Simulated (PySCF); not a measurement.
## A study: C₂H₆Te, SMILES `C[Te]C`

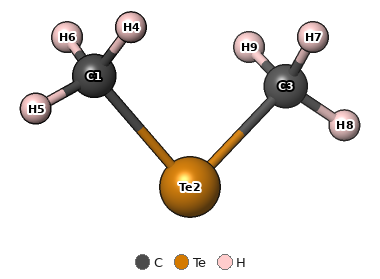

The molecule, with its atoms numbered as below. No frequency check shows the geometry to be a minimum.

Geometry (Å), atoms numbered from 1:

```
C1       1.5608   -1.0891    0.0001
Te2      0.0000    0.4052    0.0000
C3      -1.5609   -1.0890   -0.0001
H4       1.4835   -1.7088    0.8843
H5       2.5163   -0.5829   -0.0002
H6       1.4834   -1.7090   -0.8842
H7      -1.4838   -1.7087    0.8842
H8      -2.5163   -0.5827    0.0002
H9      -1.4836   -1.7088   -0.8843
```

## 1. Bonding charge

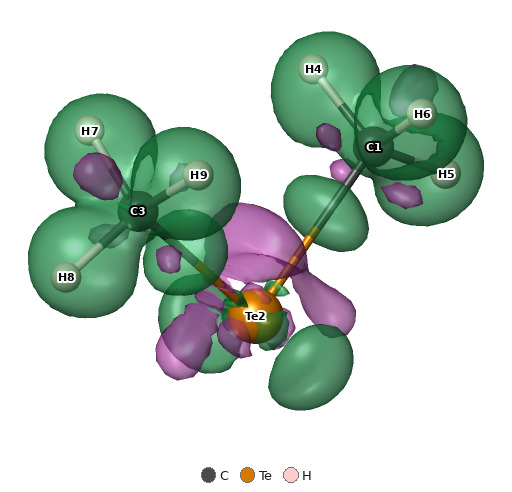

Deformation density (molecule less spherical, spin-averaged free atoms at the same positions), surfaces at ±0.07 e/Å³; green: gain, purple: loss.

Method: PBE0/def2-TZVP; geometry: GFN2-xTB; program: PySCF. Core potentials replace the inner electrons of Te; spin–orbit coupling isn't included.

> Describe the bonding that the map shows.

C3–H7, C1–H4, C3–H9 and C1–H6: +0.73 e/Å³ at the bond critical point (bond length 1.08 Å, Mayer order 1.0). C1–H5 and C3–H8: +0.72 e/Å³ at the bond critical point (bond length 1.08 Å, Mayer order 1.0). C1–Te2 and Te2–C3: +0.14 e/Å³ at the bond critical point (bond length 2.16 Å, Mayer order 1.0). In all, 2.0 electrons gather in the regions of gain relative to the promolecule. A small or negative value marks a very polar bond, one between electron-rich atoms, whose free-atom densities already overlap strongly, a long bond to a heavier atom, or a closed-shell contact such as a hydrogen bond.

## 2. Local ionisation energy

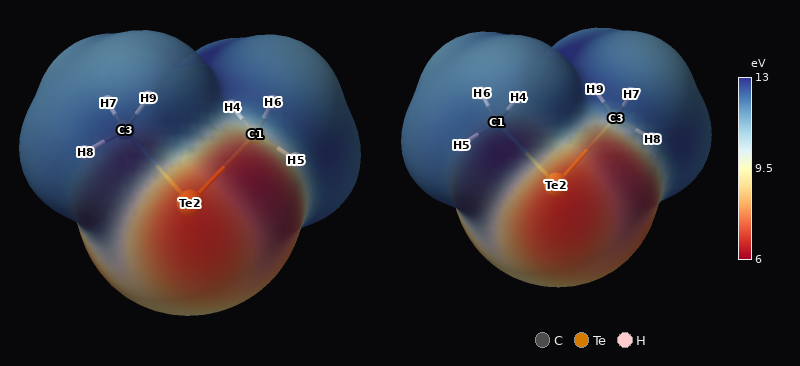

Average local ionisation energy on the surface of electron density 0.001 a.u. (back view left, front view right).

> Locate the minima of the map.

The lowest value is 6.2 eV, 2.6 Å from Te2, and at like points elsewhere. Further minima include 11.5 eV, 1.4 Å from H6, and at like points elsewhere. For comparison, the highest occupied orbital lies at −5.7 eV.

## 3. In an electric field

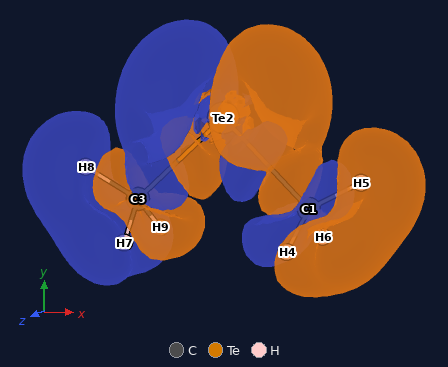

Change of the electron density in a uniform field of 0.21 V/Å, surfaces at ±0.001 e/Å³ (orange: gain, blue: loss).

Method: PBE0/def2-TZVP; geometry: GFN2-xTB; program: PySCF. Core potentials replace the inner electrons of Te; spin–orbit coupling isn't included. A basis without diffuse functions makes polarisabilities too small.

The field was applied in both directions; the picture shows the one opposite to the script's first.

> Along which Cartesian direction does the field point?

Along −x: electrons gather on the +x side, against the field.

> How large is the response?

The induced dipole is 0.74 D (along the field); α along this axis, from the fields in both directions, is 73 bohr³ (10.8 Å³).

## 4. Removing or adding an electron

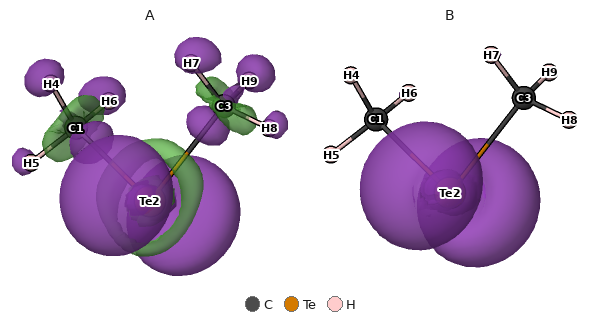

The Fukui function f⁻ from two separate SCF calculations and the density of the HOMO, at ±0.03 e/Å³ (purple positive, green negative).

Computed with PySCF, PBE0/def2-TZVP, geometry: GFN2-xTB. Core potentials replace the inner electrons of Te; spin–orbit coupling isn't included.

> Which panel is which, and how good is the frozen-orbital picture?

A is f⁻ (it has negative regions), B the HOMO density. The HOMO lies on Te2 (86 %); f⁻ (Hirshfeld-condensed) is largest on Te2 (0.64); the vertical ionisation energy is 7.78 eV (the stability of the cation's solution wasn't checked). Relaxation shifts 23 % of the electron between atoms. The orbital energy is −5.69 eV.
